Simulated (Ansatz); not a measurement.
Geometry relaxation, with input and output: CH6AlFO (part 2 of 2)

CH6AlFO; UKS PBE-D4/6-31G* (Ansatz 0.2.0). The input holds or restrains some coordinates. It belongs to a series of runs on one base structure; here: pulled along the bonds that form and break, towards end A.

Geometry of the input (Å):
```
Al -1.8753  -0.0967  0.0426
F  -0.8953  -1.8303  -0.6567
H  -2.5681  0.6861  -1.0725
H  -2.4766  -0.2962  1.4326
H  -0.0386  -1.0265  -0.3879
O  0.2900  0.1242  0.0440
C  1.6247  0.5263  0.1306
H  2.1932  -0.1757  0.7507
H  1.6692  1.5182  0.5832
H  2.0767  0.5706  -0.8666
```

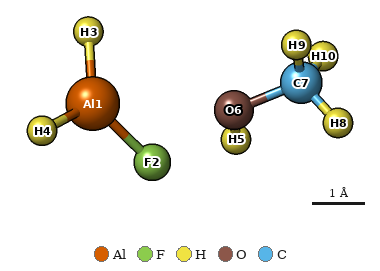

*The geometry at step 9 of the log (ball-and-stick view, seen at a tilt; atoms are numbered from 1 in the order of the input).*

## Trajectory as extended XYZ, continued
```
10
Properties=species:S:1:pos:R:3:forces:R:3 step=3 energy=-12485.00499
Al   -2.1740   -0.3162   -0.0308    2.6486  -2.4423  -1.0550
F    -1.2272   -1.8450   -0.6490   -1.3019   2.4949   0.9786
H    -2.5826    0.7016   -1.0995   -0.3526   0.4913  -0.7025
H    -2.4894   -0.3031    1.4650   -0.3095  -0.1055   0.9131
H     0.2435   -0.7938   -0.3106    0.8998  -0.6666  -0.3111
O     0.5067    0.0847    0.0233   -8.5426  -1.0615   0.0727
C     1.7102    0.5385    0.1305    3.7224   0.4378  -0.0426
H     2.2281   -0.1766    0.7621    1.5563   0.0541   0.4790
H     1.6765    1.5300    0.5883    0.2818   0.3443   0.1414
H     2.1083    0.5799   -0.8793    1.3979   0.4535  -0.4737
10
Properties=species:S:1:pos:R:3:forces:R:3 step=4 energy=-12485.19745
Al   -2.3323   -0.4242   -0.0668    2.2748  -1.2578  -0.5687
F    -1.3898   -1.8352   -0.6396   -1.0704   1.5677   0.6144
H    -2.5933    0.7095   -1.1145   -0.3727   0.1212  -0.3794
H    -2.4993   -0.3072    1.4831   -0.3558  -0.1567   0.4161
H     0.3608   -0.7678   -0.3054    0.4659  -1.4399  -0.6093
O     0.5495    0.0994    0.0306   -6.9569   0.0479   0.4359
C     1.7731    0.5533    0.1331    2.5508   0.1613  -0.0797
H     2.2794   -0.1674    0.7741    1.5535   0.1889   0.3587
H     1.6967    1.5427    0.5925    0.5036   0.3189   0.1082
H     2.1551    0.5969   -0.8871    1.4073   0.4485  -0.2964
10
Properties=species:S:1:pos:R:3:forces:R:3 step=5 energy=-12485.69606
Al   -2.5137   -0.4632   -0.0744    1.8866  -0.3770  -0.2091
F    -1.5265   -1.7816   -0.6202   -0.7531   0.7415   0.3059
H    -2.7532    0.6809   -1.1584   -0.3622  -0.1063  -0.0615
H    -2.6571   -0.3574    1.5095   -0.3632  -0.1237  -0.0009
H     0.4400   -0.8295   -0.3307    0.6186   0.8745   0.3027
O     0.5643    0.0917    0.0382   -2.4632  -0.9293  -0.2114
C     1.8648    0.5616    0.1331    0.5128  -0.4390  -0.1727
H     2.4614   -0.1088    0.7833    0.4011   0.2036  -0.0474
H     1.8001    1.5590    0.5926    0.1301   0.0535   0.0158
H     2.3198    0.6474   -0.8730    0.3925   0.1022   0.0786
10
Properties=species:S:1:pos:R:3:forces:R:3 step=6 energy=-12485.86359
Al   -2.5013   -0.4334   -0.0981    1.4146  -0.6634  -0.2309
F    -1.4845   -1.7403   -0.6250   -0.6655   0.8821   0.3489
H    -2.8724    0.6340   -1.2206   -0.1623  -0.0339  -0.0131
H    -2.8395   -0.4227    1.4603   -0.1688  -0.0321  -0.0456
H     0.4344   -0.7609   -0.1952    0.2454   0.3386   0.1269
O     0.5742    0.1231    0.2239   -1.2485  -0.5424  -0.0708
C     1.9107    0.5485    0.1208    0.2121  -0.0809  -0.0647
H     2.5928   -0.1359    0.6714    0.1109   0.1412  -0.1343
H     1.9443    1.5413    0.5994    0.1415  -0.0179  -0.0544
H     2.2411    0.6463   -0.9369    0.1206   0.0088   0.1381
10
Properties=species:S:1:pos:R:3:forces:R:3 step=7 energy=-12485.91424
Al   -2.4736   -0.3843   -0.1110    1.1504  -0.8414  -0.2562
F    -1.4327   -1.6864   -0.6082   -0.6818   0.9257   0.3419
H    -2.8988    0.6505   -1.2485   -0.0010  -0.0031   0.0000
H    -2.9999   -0.4342    1.3948   -0.0150  -0.0017  -0.0297
H     0.4978   -0.8188   -0.0941   -0.0495  -0.1992  -0.0918
O     0.6136    0.0196    0.3904   -0.3188   0.1979   0.0579
C     1.9109    0.5443    0.1126   -0.0556  -0.1029   0.0110
H     2.7086   -0.0955    0.5432    0.0138   0.0336  -0.0288
H     1.9684    1.5343    0.5923   -0.0212  -0.0187  -0.0031
H     2.1055    0.6705   -0.9715   -0.0213   0.0097  -0.0012
10
Properties=species:S:1:pos:R:3:forces:R:3 step=8 energy=-12485.90142 accepted=F
Al   -2.4303   -0.3560   -0.1481    0.9291  -0.8731  -0.1945
F    -1.4089   -1.6688   -0.6457   -0.5881   0.9161   0.3547
H    -2.8652    0.6739   -1.2886    0.0685   0.0172   0.0116
H    -3.0173   -0.4259    1.3391    0.0530   0.0127  -0.0645
H     0.5081   -0.8614    0.0765   -0.1701  -0.5950  -0.3073
O     0.6498   -0.0449    0.5749    0.3584   0.7296  -0.0355
C     1.8888    0.5382    0.1049   -0.1077  -0.2435  -0.1067
H     2.7852   -0.0711    0.4030   -0.4394   0.1803  -0.1426
H     1.9762    1.5221    0.5932   -0.0322  -0.0336  -0.0272
H     1.9136    0.6939   -1.0091   -0.0715  -0.1108   0.5120
10
Properties=species:S:1:pos:R:3:forces:R:3 step=9 energy=-12485.91793
Al   -2.4485   -0.3737   -0.1239    1.0527  -0.8862  -0.2534
F    -1.4197   -1.6916   -0.6075   -0.6462   0.9745   0.3414
H    -2.8632    0.6602   -1.2681    0.0417  -0.0016   0.0076
H    -3.0245   -0.4312    1.3631    0.0145   0.0059  -0.0175
H     0.4894   -0.8243   -0.0288   -0.0902  -0.2602  -0.0918
O     0.6294   -0.0049    0.4804   -0.0897   0.2403  -0.0558
C     1.9016    0.5419    0.1069   -0.1271  -0.0919   0.0673
H     2.7436   -0.0898    0.4649   -0.0919   0.0328  -0.0497
H     1.9804    1.5230    0.6009   -0.0076  -0.0013  -0.0176
H     2.0113    0.6905   -0.9880   -0.0561  -0.0123   0.0695
10
Properties=species:S:1:pos:R:3:forces:R:3 step=10 energy=-12485.92562
Al   -2.4331   -0.3607   -0.1353    1.1101  -0.8503  -0.2840
F    -1.4046   -1.6725   -0.6308   -0.6577   0.9072   0.3657
H    -2.8201    0.6860   -1.2777    0.0176   0.0049   0.0200
H    -3.0131   -0.4212    1.3491   -0.0017  -0.0047  -0.0131
H     0.5131   -0.8815    0.0463   -0.0825  -0.1044  -0.0492
O     0.6415   -0.0449    0.5364   -0.0578   0.1759  -0.1214
C     1.8786    0.5417    0.1018   -0.1413  -0.1515   0.0670
H     2.7566   -0.0655    0.4159   -0.1200   0.0505  -0.0458
H     1.9526    1.5253    0.5912   -0.0209  -0.0097  -0.0035
H     1.9283    0.6933   -0.9969   -0.0458  -0.0179   0.0642
10
Properties=species:S:1:pos:R:3:forces:R:3 step=11 energy=-12485.94141
Al   -2.3862   -0.3515   -0.1456    1.1015  -0.8569  -0.2541
F    -1.3729   -1.6830   -0.6224   -0.6388   0.9328   0.3524
H    -2.6817    0.7433   -1.2705    0.0202  -0.0082   0.0160
H    -3.0472   -0.4393    1.3024   -0.0019  -0.0036  -0.0022
H     0.5136   -0.9073    0.1422   -0.0999  -0.2199  -0.1199
O     0.6643   -0.0714    0.6220   -0.3324   0.1588   0.0200
C     1.8386    0.5401    0.0881   -0.0185  -0.0208  -0.0269
H     2.7484   -0.0517    0.3161   -0.0100   0.0125  -0.0095
H     1.9361    1.5221    0.5762    0.0011   0.0028  -0.0009
H     1.7869    0.6986   -1.0084   -0.0213   0.0025   0.0250
10
Properties=species:S:1:pos:R:3:forces:R:3 step=12 energy=-12485.94594
Al   -2.3223   -0.3291   -0.1589    1.0256  -0.9205  -0.1985
F    -1.3397   -1.6933   -0.6114   -0.6008   0.9876   0.3407
H    -2.5127    0.8046   -1.2729    0.0378  -0.0327   0.0560
H    -3.0852   -0.4470    1.2411    0.0340   0.0266  -0.0480
H     0.5227   -0.9582    0.2647   -0.0700  -0.1908  -0.1274
O     0.7017   -0.1237    0.7399   -0.2031   0.2415  -0.1398
C     1.7854    0.5384    0.0718    0.0782  -0.1337  -0.1584
H     2.7466   -0.0248    0.1763   -0.3021   0.1269  -0.0434
H     1.9104    1.5154    0.5653   -0.0201  -0.0216  -0.0108
H     1.5930    0.7177   -1.0159    0.0204  -0.0831   0.3296
10
Properties=species:S:1:pos:R:3:forces:R:3 step=13 energy=-12485.94665 accepted=F
Al   -2.2990   -0.3419   -0.1828    1.2959  -0.7237  -0.0630
F    -1.3071   -1.7100   -0.6043   -0.7107   0.9465   0.2738
H    -2.3540    0.8545   -1.2537   -0.0587  -0.1469   0.0463
H    -3.0463   -0.4112    1.2294   -0.0530  -0.0380  -0.1085
H     0.5347   -0.9988    0.3074   -0.1064  -0.2289  -0.1479
O     0.7016   -0.1604    0.7775   -0.1995   0.2864  -0.1048
C     1.7313    0.5376    0.0634    0.0290  -0.1235  -0.1237
H     2.7091    0.0025    0.1172   -0.2187   0.0933  -0.0187
H     1.8496    1.5153    0.5567   -0.0113  -0.0144  -0.0179
H     1.4800    0.7124   -1.0107    0.0335  -0.0508   0.2643
10
Properties=species:S:1:pos:R:3:forces:R:3 step=14 energy=-12485.95791
Al   -2.2999   -0.3289   -0.1624    1.0922  -0.9078  -0.1791
F    -1.3182   -1.6961   -0.6057   -0.6093   0.9646   0.3338
H    -2.4324    0.8235   -1.2594    0.0119  -0.0040   0.0110
H    -3.0912   -0.4423    1.2177    0.0013   0.0054  -0.0102
H     0.5278   -0.9699    0.2966   -0.0860  -0.1998  -0.1242
O     0.7105   -0.1333    0.7664   -0.3543   0.1586  -0.0419
C     1.7607    0.5374    0.0653    0.0223  -0.0199  -0.0430
H     2.7199   -0.0187    0.1307   -0.0702   0.0287  -0.0110
H     1.8966    1.5139    0.5562   -0.0060  -0.0094  -0.0063
H     1.5259    0.7145   -1.0054   -0.0018  -0.0162   0.0709
10
Properties=species:S:1:pos:R:3:forces:R:3 step=15 energy=-12485.96170
Al   -2.2642   -0.3153   -0.1669    1.0831  -0.9327  -0.1585
F    -1.2923   -1.6942   -0.5956   -0.6082   0.9686   0.3186
H    -2.3476    0.8494   -1.2567    0.0181  -0.0058   0.0163
H    -3.1021   -0.4309    1.1853    0.0065   0.0078  -0.0094
H     0.5473   -1.0036    0.3452   -0.0946  -0.1971  -0.1308
O     0.7324   -0.1658    0.8119   -0.3337   0.2043  -0.0752
C     1.7280    0.5352    0.0581   -0.0059  -0.0481  -0.0282
H     2.7009    0.0002    0.0656   -0.0655   0.0255  -0.0086
H     1.8688    1.5104    0.5492   -0.0067  -0.0027  -0.0006
H     1.4288    0.7146   -0.9961    0.0070  -0.0199   0.0765
```

## Summary

| quantity | value |
| --- | --- |
| outcome | converged under the restraints of the input |
| total energy | −12485.9617 eV |
| mean-field energy | −12485.8423 eV |
| largest force (length of the vector) at the end, held atoms and coordinates included | 1.438 eV/Å |
| wall time | 16 s (CPU time 31 s) |
| peak memory | 0.2 GiB |
